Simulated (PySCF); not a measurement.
# H2O3Si2: relaxation and vibrations and intensities, part 1 of 2

Aim: for H2O3Si2, 2 runs in a chain (relaxation and vibrations and intensities).

Method: relaxation, b3lyp, def2-tzvp, and further levels as typed in the inputs, in PySCF 2.14.0.

## 1. The system as given

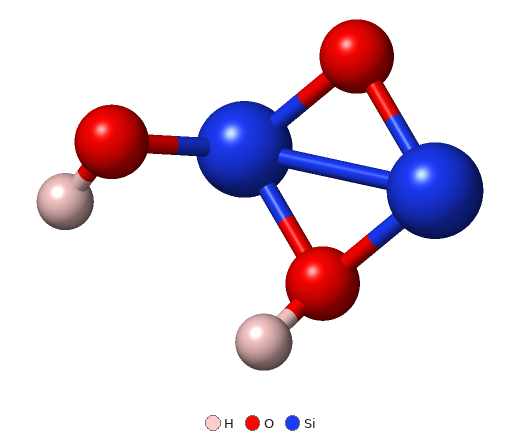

Start, viewed face on; hydrogen pink, oxygen red, silicon blue.

As a file:

```xyz
7

H     2.2190    1.0322   -1.2824
O     1.4623    1.5345   -0.9420
Si    1.0145    0.3500    0.1620
O    -0.4246    0.8887    0.9309
Si   -1.3345   -0.2578    0.0311
O     0.1045   -0.7965   -0.7378
H     0.3253   -0.7386   -1.6805
```

## 2. Relaxation: H2O3Si2, charge +1

Contents of run.py:

```python
from pyscf import gto, dft
from pyscf.geomopt.geometric_solver import optimize
mol = gto.M(atom="mol.xyz", basis="def2-tzvp", charge=1, spin=1, verbose=4)
mf = dft.UKS(mol, xc="b3lyp").density_fit().run(conv_tol=1e-9)
for i in range(6):  # look for a lower solution of the same spin
    mo, _, ok, _ = mf.stability(return_status=True)
    if ok: break
    mf.kernel(mf.make_rdm1(mo, mf.mo_occ))
print(f"converged SCF energy = {mf.e_tot:.10f}, stable: {ok}")
mf = mf.newton()  # steadier than the usual iterations for open shells
m = optimize(mf, maxsteps=60)
print("optimised structure (A):")
for k in range(m.natm): print(m.atom_symbol(k), *(f"{x:.8f}" for x in m.atom_coords(unit="A")[k]))
```

Command:

```console
python run.py
```

Output:

```text
minao
damping factor = 0
level_shift factor = 0
DIIS = <class 'pyscf.scf.diis.CDIIS'>
diis_start_cycle = 1
diis_space = 8
diis_damp = 0
SCF conv_tol = 1e-09
SCF conv_tol_grad = None
SCF max_cycles = 50
direct_scf = False
number electrons alpha = 27  beta = 26
XC library pyscf.dft.libxc version 7.0.0
    S. Lehtola, C. Steigemann, M. J.T. Oliveira, and M. A.L. Marques.,  SoftwareX 7, 1–5 (2018)
XC functionals = b3lyp
    P. J. Stephens, F. J. Devlin, C. F. Chabalowski, and M. J. Frisch.,  J. Phys. Chem. 98, 11623 (1994)
radial grids:
    Treutler-Ahlrichs [JCP 102, 346 (1995); DOI:10.1063/1.469408] (M4) radial grids

becke partition: Becke, JCP 88, 2547 (1988); DOI:10.1063/1.454033
pruning grids: <function nwchem_prune at 0x774bd2d7db20>
grids dens level: 3
symmetrized grids: False
atomic radii adjust function: <function treutler_atomic_radii_adjust at 0x774bd2d7e840>
small_rho_cutoff = 0
******** <class 'pyscf.df.df_jk.DFUKS'> Newton solver flags ********
SCF tol = 1e-09
conv_tol_grad = None
max. SCF cycles = 50
direct_scf = False
max_cycle_inner = 12
max_stepsize = 0.05
ah_start_tol = 1e+09
ah_level_shift = 0
ah_conv_tol = 1e-12
ah_lindep = 1e-14
ah_start_cycle = 1
ah_max_cycle = 40
ah_grad_trust_region = 2.5
kf_interval = 4
kf_trust_region = 5
canonicalization = True
Set conv_tol_grad to 3.16228e-05
tot grids = 100224
******** <class 'pyscf.df.df.DF'> ********
auxbasis = def2-tzvp-jkfit
[... the frontier-level lines of each cycle are left out ...]
Initial guess E= -805.866085908896  |g|= 0.0151433
macro= 0  E= -805.866178988127  delta_E= -9.30792e-05  |g|= 4.89659e-05  3 KF 11 JK
macro= 1  E= -805.866178988128  delta_E= -1.13687e-12  |g|= 1.01939e-05  1 KF 2 JK
Canonicalize SCF orbitals
macro X = 2  E=-805.866178988128  |g|= 1.01939e-05  total 5 KF 16 JK
converged SCF energy = -805.866178988128  <S^2> = 0.75216792  2S+1 = 2.0021667

******** <class 'pyscf.grad.rhf.Gradients_Scanner'> for <class 'pyscf.scf.hf.SecondOrderDFUKS_Scanner'> ********
unit = Eh/Bohr
grid_response = False
--------------- SecondOrderDFUKS_Scanner gradients ---------------
         x                y                z
0 H    -0.0006056846     0.0005911141    -0.0018143767
1 O     0.0023865050    -0.0009455940     0.0031497399
2 Si     0.0030510044     0.0061503854    -0.0001811645
3 O    -0.0004388771     0.0007719836     0.0020458107
4 Si    -0.0041646034     0.0010063906    -0.0008112567
5 O     0.0027233607    -0.0094127300    -0.0017021425
6 H    -0.0029542798     0.0019269454    -0.0007308409
----------------------------------------------
cycle 6: E = -805.866178988  dE = -0.000899526  norm(grad) = 0.0142676

Geometry optimization cycle 7
Cartesian coordinates (Angstrom)
 Atom        New coordinates             dX        dY        dZ
   H   2.497569   1.733087  -1.122251   -0.006850  0.077013  0.075496
   O   1.600295   1.422929  -0.956335   -0.003815 -0.029934 -0.035990
  Si   1.092047   0.294149   0.057195    0.007814 -0.038451 -0.037062
   O  -0.312376   0.746234   0.856393    0.030839 -0.012440  0.003638
  Si  -1.527800  -0.092382   0.128671   -0.000210  0.025516  0.018901
   O  -0.015018  -0.827878  -0.803456   -0.018226  0.022051 -0.028292
   H   0.067374  -1.305101  -1.643823    0.003756 -0.068224  0.019026
New geometry
   1 H      2.497569194177   1.733087488192  -1.122251066746 AA    4.719721754145   3.275060702593  -2.120747159151 Bohr
   2 O      1.600295112543   1.422928901842  -0.956335121806 AA    3.024119481186   2.688945919210  -1.807211463517 Bohr
   3 Si     1.092046788390   0.294148934026   0.057194906868 AA    2.063669345267   0.555860925143   0.108082709700 Bohr
   4 O     -0.312375876816   0.746233573477   0.856393484975 AA   -0.590304855102   1.410177078826   1.618349141464 Bohr
   5 Si    -1.527800108573  -0.092381937793   0.128671297327 AA   -2.887123778284  -0.174576561285   0.243153512041 Bohr
   6 O     -0.015018414687  -0.827877702189  -0.803456400287 AA   -0.028380690584  -1.564462121772  -1.518312549572 Bohr
   7 H      0.067374172065  -1.305101469078  -1.643822670360 AA    0.127318733072  -2.466284341326  -3.106374644331 Bohr

******** <class 'pyscf.scf.hf.SecondOrderDFUKS_Scanner'> ********
method = SecondOrderDFUKS_Scanner
initial guess = minao
damping factor = 0
level_shift factor = 0
DIIS = <class 'pyscf.scf.diis.CDIIS'>
diis_start_cycle = 1
diis_space = 8
diis_damp = 0
SCF conv_tol = 1e-09
SCF conv_tol_grad = None
SCF max_cycles = 50
direct_scf = False
number electrons alpha = 27  beta = 26
XC library pyscf.dft.libxc version 7.0.0
    S. Lehtola, C. Steigemann, M. J.T. Oliveira, and M. A.L. Marques.,  SoftwareX 7, 1–5 (2018)
XC functionals = b3lyp
    P. J. Stephens, F. J. Devlin, C. F. Chabalowski, and M. J. Frisch.,  J. Phys. Chem. 98, 11623 (1994)
radial grids:
    Treutler-Ahlrichs [JCP 102, 346 (1995); DOI:10.1063/1.469408] (M4) radial grids

becke partition: Becke, JCP 88, 2547 (1988); DOI:10.1063/1.454033
pruning grids: <function nwchem_prune at 0x774bd2d7db20>
grids dens level: 3
symmetrized grids: False
atomic radii adjust function: <function treutler_atomic_radii_adjust at 0x774bd2d7e840>
small_rho_cutoff = 0
******** <class 'pyscf.df.df_jk.DFUKS'> Newton solver flags ********
SCF tol = 1e-09
conv_tol_grad = None
max. SCF cycles = 50
direct_scf = False
max_cycle_inner = 12
max_stepsize = 0.05
ah_start_tol = 1e+09
ah_level_shift = 0
ah_conv_tol = 1e-12
ah_lindep = 1e-14
ah_start_cycle = 1
ah_max_cycle = 40
ah_grad_trust_region = 2.5
kf_interval = 4
kf_trust_region = 5
canonicalization = True
Set conv_tol_grad to 3.16228e-05
tot grids = 100224
******** <class 'pyscf.df.df.DF'> ********
auxbasis = def2-tzvp-jkfit
Initial guess E= -805.867007160623  |g|= 0.022255
macro= 0  E= -805.867211235486  delta_E= -0.000204075  |g|= 8.65358e-05  3 KF 12 JK
macro= 1  E= -805.867211235487  delta_E= -6.82121e-13  |g|= 5.10152e-06  1 KF 2 JK
Canonicalize SCF orbitals
macro X = 2  E=-805.867211235487  |g|= 5.10152e-06  total 5 KF 17 JK
converged SCF energy = -805.867211235487  <S^2> = 0.75215245  2S+1 = 2.0021513

******** <class 'pyscf.grad.rhf.Gradients_Scanner'> for <class 'pyscf.scf.hf.SecondOrderDFUKS_Scanner'> ********
unit = Eh/Bohr
grid_response = False
--------------- SecondOrderDFUKS_Scanner gradients ---------------
         x                y                z
0 H    -0.0003604394     0.0009951188    -0.0012807834
1 O     0.0011423744    -0.0002484187     0.0027647662
2 Si     0.0027143959     0.0016393726    -0.0019840291
3 O    -0.0006939141     0.0017296411     0.0023796033
4 Si    -0.0031666891     0.0009354626    -0.0009162521
5 O     0.0022376567    -0.0058387672    -0.0006311329
6 H    -0.0018494408     0.0008387301    -0.0003931850
----------------------------------------------
cycle 7: E = -805.867211235  dE = -0.00103225  norm(grad) = 0.00950876

Geometry optimization cycle 8
Cartesian coordinates (Angstrom)
 Atom        New coordinates             dX        dY        dZ
   H   2.478895   1.767734  -1.067668   -0.018674  0.034646  0.054583
   O   1.594645   1.391922  -0.990923   -0.005651 -0.031007 -0.034588
  Si   1.091616   0.269440   0.036190   -0.000431 -0.024709 -0.021005
   O  -0.294422   0.735909   0.862139    0.017954 -0.010324  0.005746
  Si  -1.526158  -0.083374   0.150491    0.001642  0.009008  0.021820
   O  -0.028452  -0.801203  -0.826178   -0.013434  0.026674 -0.022721
   H   0.093235  -1.329657  -1.630408    0.025860 -0.024556  0.013415
New geometry
   1 H      2.478895244750   1.767733510361  -1.067667621567 AA    4.684433104065   3.340532195798  -2.017599396828 Bohr
   2 O      1.594644530863   1.391922302157  -0.990922938933 AA    3.013441429366   2.630351937750  -1.872572965132 Bohr
   3 Si     1.091615509045   0.269439619654   0.036189593639 AA    2.062854345423   0.509167088253   0.068388420538 Bohr
   4 O     -0.294421648721   0.735909156225   0.862139444534 AA   -0.556376281226   1.390666757825   1.629207431354 Bohr
   5 Si    -1.526157690292  -0.083373860689   0.150491265549 AA   -2.884020057551  -0.157553762649   0.284387276027 Bohr
[... 849 lines left out ...]
tot grids = 100224
******** <class 'pyscf.df.df.DF'> ********
auxbasis = def2-tzvp-jkfit
Initial guess E= -805.868000170434  |g|= 0.000732605
macro= 0  E= -805.868000459451  delta_E= -2.89016e-07  |g|= 7.79601e-05  2 KF 8 JK
macro= 1  E= -805.868000459452  delta_E= -1.13687e-12  |g|= 5.32115e-06  1 KF 2 JK
Canonicalize SCF orbitals
macro X = 2  E=-805.868000459452  |g|= 5.32115e-06  total 4 KF 13 JK
converged SCF energy = -805.868000459452  <S^2> = 0.75220876  2S+1 = 2.0022075

******** <class 'pyscf.grad.rhf.Gradients_Scanner'> for <class 'pyscf.scf.hf.SecondOrderDFUKS_Scanner'> ********
unit = Eh/Bohr
grid_response = False
--------------- SecondOrderDFUKS_Scanner gradients ---------------
         x                y                z
0 H    -0.0000530879     0.0000252302    -0.0000027017
1 O     0.0000061852    -0.0000388487     0.0000284724
2 Si    -0.0002881569    -0.0001598021    -0.0000537427
3 O    -0.0000231828     0.0000037470    -0.0001384340
4 Si     0.0002394823    -0.0000067856    -0.0000276403
5 O     0.0000869926     0.0001309055     0.0002171175
6 H    -0.0000179326     0.0000291708    -0.0000460158
----------------------------------------------
cycle 17: E = -805.868000459  dE = -5.1167e-07  norm(grad) = 0.000519895

Geometry optimization cycle 18
Cartesian coordinates (Angstrom)
 Atom        New coordinates             dX        dY        dZ
   H   2.511167   1.772561  -1.024290    0.005616 -0.004148 -0.002490
   O   1.636857   1.364969  -1.025935    0.003653 -0.000036  0.000734
  Si   1.097759   0.289913   0.035155    0.004074  0.000331  0.001406
   O  -0.277846   0.736963   0.877294    0.005993  0.001053  0.003612
  Si  -1.505599  -0.125591   0.201989    0.003474  0.004974  0.002443
   O  -0.041481  -0.754970  -0.845679    0.000185  0.002961  0.001486
   H   0.069945  -1.320572  -1.625824   -0.001763  0.001827  0.002042
New geometry
   1 H      2.511166713978   1.772561232737  -1.024289812372 AA    4.745417342543   3.349655268894  -1.935627217565 Bohr
   2 O      1.636856663995   1.364969194519  -1.025934918557 AA    3.093210800121   2.579417946110  -1.938736017701 Bohr
   3 Si     1.097758815141   0.289912777464   0.035154706195 AA    2.074463511444   0.547855749419   0.066432766699 Bohr
   4 O     -0.277846357858   0.736962675809   0.877293887621 AA   -0.525053521059   1.392657621305   1.657845178358 Bohr
   5 Si    -1.505598766357  -0.125591025144   0.201989396123 AA   -2.845169321898  -0.237332641225   0.381704638739 Bohr
   6 O     -0.041480843992  -0.754969623768  -0.845678698491 AA   -0.078387434560  -1.426685821288  -1.598101129527 Bohr
   7 H      0.069945469082  -1.320571875895  -1.625824092539 AA    0.132177780219  -2.495519173245  -3.072362261619 Bohr

******** <class 'pyscf.scf.hf.SecondOrderDFUKS_Scanner'> ********
method = SecondOrderDFUKS_Scanner
initial guess = minao
damping factor = 0
level_shift factor = 0
DIIS = <class 'pyscf.scf.diis.CDIIS'>
diis_start_cycle = 1
diis_space = 8
diis_damp = 0
SCF conv_tol = 1e-09
SCF conv_tol_grad = None
SCF max_cycles = 50
direct_scf = False
number electrons alpha = 27  beta = 26
XC library pyscf.dft.libxc version 7.0.0
    S. Lehtola, C. Steigemann, M. J.T. Oliveira, and M. A.L. Marques.,  SoftwareX 7, 1–5 (2018)
XC functionals = b3lyp
    P. J. Stephens, F. J. Devlin, C. F. Chabalowski, and M. J. Frisch.,  J. Phys. Chem. 98, 11623 (1994)
radial grids:
    Treutler-Ahlrichs [JCP 102, 346 (1995); DOI:10.1063/1.469408] (M4) radial grids

becke partition: Becke, JCP 88, 2547 (1988); DOI:10.1063/1.454033
pruning grids: <function nwchem_prune at 0x774bd2d7db20>
grids dens level: 3
symmetrized grids: False
atomic radii adjust function: <function treutler_atomic_radii_adjust at 0x774bd2d7e840>
small_rho_cutoff = 0
******** <class 'pyscf.df.df_jk.DFUKS'> Newton solver flags ********
SCF tol = 1e-09
conv_tol_grad = None
max. SCF cycles = 50
direct_scf = False
max_cycle_inner = 12
max_stepsize = 0.05
ah_start_tol = 1e+09
ah_level_shift = 0
ah_conv_tol = 1e-12
ah_lindep = 1e-14
ah_start_cycle = 1
ah_max_cycle = 40
ah_grad_trust_region = 2.5
kf_interval = 4
kf_trust_region = 5
canonicalization = True
Set conv_tol_grad to 3.16228e-05
tot grids = 100224
******** <class 'pyscf.df.df.DF'> ********
auxbasis = def2-tzvp-jkfit
Initial guess E= -805.868000228417  |g|= 0.000791209
macro= 0  E= -805.868000574033  delta_E= -3.45616e-07  |g|= 9.44358e-05  2 KF 8 JK
macro= 1  E= -805.868000574031  delta_E= 2.04636e-12  |g|= 6.33208e-06  1 KF 2 JK
Canonicalize SCF orbitals
macro X = 2  E=-805.868000574031  |g|= 6.33208e-06  total 4 KF 13 JK
converged SCF energy = -805.868000574031  <S^2> = 0.75221139  2S+1 = 2.0022102

******** <class 'pyscf.grad.rhf.Gradients_Scanner'> for <class 'pyscf.scf.hf.SecondOrderDFUKS_Scanner'> ********
unit = Eh/Bohr
grid_response = False
--------------- SecondOrderDFUKS_Scanner gradients ---------------
         x                y                z
0 H    -0.0000356035     0.0000084109    -0.0000048131
1 O    -0.0000275329    -0.0000418769    -0.0000211784
2 Si    -0.0002346427    -0.0000441969     0.0000551304
3 O     0.0000319570    -0.0000606383    -0.0000981599
4 Si     0.0002362053    -0.0000114575    -0.0001004412
5 O    -0.0000144126     0.0001198423     0.0001609884
6 H    -0.0000065696     0.0000119753    -0.0000161964
----------------------------------------------
cycle 18: E = -805.868000574  dE = -1.1458e-07  norm(grad) = 0.000430876

Geometry optimization cycle 19
Cartesian coordinates (Angstrom)
 Atom        New coordinates             dX        dY        dZ
   H   2.515376   1.770298  -1.025333    0.004209 -0.002264 -0.001043
   O   1.639953   1.365035  -1.025549    0.003097  0.000066  0.000386
  Si   1.100793   0.290035   0.035603    0.003034  0.000122  0.000448
   O  -0.273398   0.737819   0.879719    0.004449  0.000856  0.002425
  Si  -1.503371  -0.122059   0.204570    0.002227  0.003532  0.002581
   O  -0.041502  -0.753042  -0.844817   -0.000021  0.001928  0.000861
   H   0.068545  -1.319674  -1.624400   -0.001401  0.000898  0.001425
New geometry
   1 H      2.515376020025   1.770297693342  -1.025333268352 AA    4.753371778145   3.345377799367  -1.937599063591 Bohr
   2 O      1.639953470455   1.365034734988  -1.025548682744 AA    3.099062916191   2.579541799646  -1.938006137795 Bohr
   3 Si     1.100793020508   0.290034873707   0.035602724084 AA    2.080197328593   0.548086477880   0.067279397808 Bohr
   4 O     -0.273397658202   0.737818571269   0.879719354268 AA   -0.516646697099   1.394275029317   1.662428646046 Bohr
   5 Si    -1.503371385826  -0.122058780853   0.204570035023 AA   -2.840960182719  -0.230657666911   0.386581339486 Bohr
   6 O     -0.041502294899  -0.753041639611  -0.844817408319 AA   -0.078427970900  -1.423042459258  -1.596473526988 Bohr
   7 H      0.068544837600  -1.319673792781  -1.624399553189 AA    0.129530970316  -2.493822042123  -3.069670272394 Bohr

******** <class 'pyscf.scf.hf.SecondOrderDFUKS_Scanner'> ********
method = SecondOrderDFUKS_Scanner
initial guess = minao
damping factor = 0
level_shift factor = 0
DIIS = <class 'pyscf.scf.diis.CDIIS'>
diis_start_cycle = 1
diis_space = 8
diis_damp = 0
SCF conv_tol = 1e-09
SCF conv_tol_grad = None
SCF max_cycles = 50
direct_scf = False
number electrons alpha = 27  beta = 26
XC library pyscf.dft.libxc version 7.0.0
    S. Lehtola, C. Steigemann, M. J.T. Oliveira, and M. A.L. Marques.,  SoftwareX 7, 1–5 (2018)
XC functionals = b3lyp
    P. J. Stephens, F. J. Devlin, C. F. Chabalowski, and M. J. Frisch.,  J. Phys. Chem. 98, 11623 (1994)
radial grids:
    Treutler-Ahlrichs [JCP 102, 346 (1995); DOI:10.1063/1.469408] (M4) radial grids

becke partition: Becke, JCP 88, 2547 (1988); DOI:10.1063/1.454033
pruning grids: <function nwchem_prune at 0x774bd2d7db20>
grids dens level: 3
symmetrized grids: False
atomic radii adjust function: <function treutler_atomic_radii_adjust at 0x774bd2d7e840>
small_rho_cutoff = 0
******** <class 'pyscf.df.df_jk.DFUKS'> Newton solver flags ********
SCF tol = 1e-09
conv_tol_grad = None
max. SCF cycles = 50
direct_scf = False
max_cycle_inner = 12
max_stepsize = 0.05
ah_start_tol = 1e+09
ah_level_shift = 0
ah_conv_tol = 1e-12
ah_lindep = 1e-14
ah_start_cycle = 1
ah_max_cycle = 40
ah_grad_trust_region = 2.5
kf_interval = 4
kf_trust_region = 5
canonicalization = True
Set conv_tol_grad to 3.16228e-05
tot grids = 100224
******** <class 'pyscf.df.df.DF'> ********
auxbasis = def2-tzvp-jkfit
Initial guess E= -805.868000382616  |g|= 0.000487751
macro= 0  E= -805.868000519059  delta_E= -1.36443e-07  |g|= 5.59968e-05  2 KF 7 JK
macro= 1  E= -805.868000519061  delta_E= -2.27374e-12  |g|= 8.58785e-06  1 KF 2 JK
Canonicalize SCF orbitals
macro X = 2  E=-805.868000519061  |g|= 8.58785e-06  total 4 KF 12 JK
converged SCF energy = -805.868000519061  <S^2> = 0.75221246  2S+1 = 2.0022112

******** <class 'pyscf.grad.rhf.Gradients_Scanner'> for <class 'pyscf.scf.hf.SecondOrderDFUKS_Scanner'> ********
unit = Eh/Bohr
grid_response = False
--------------- SecondOrderDFUKS_Scanner gradients ---------------
         x                y                z
0 H    -0.0000168203     0.0000072421    -0.0000014055
1 O    -0.0000340722    -0.0000413840    -0.0000466692
2 Si    -0.0000754506     0.0000684519     0.0000947585
3 O     0.0000401055    -0.0000694723    -0.0000200512
4 Si     0.0001261006    -0.0000197459    -0.0001245679
5 O    -0.0000981205     0.0000363809     0.0000699200
6 H     0.0000058920    -0.0000011778     0.0000023141
----------------------------------------------
cycle 19: E = -805.868000519  dE = 5.49703e-08  norm(grad) = 0.000281555
optimised structure (A):
H 2.51537602 1.77029769 -1.02533327
O 1.63995347 1.36503473 -1.02554868
Si 1.10079302 0.29003487 0.03560272
O -0.27339766 0.73781857 0.87971935
Si -1.50337139 -0.12205878 0.20457004
O -0.04150229 -0.75304164 -0.84481741
H 0.06854484 -1.31967379 -1.62439955
```

Wall time 2.7 min (8 threads of Intel Xeon 6975P-C (Granite Rapids), shared host).

(Continued in part 2 of 2.)
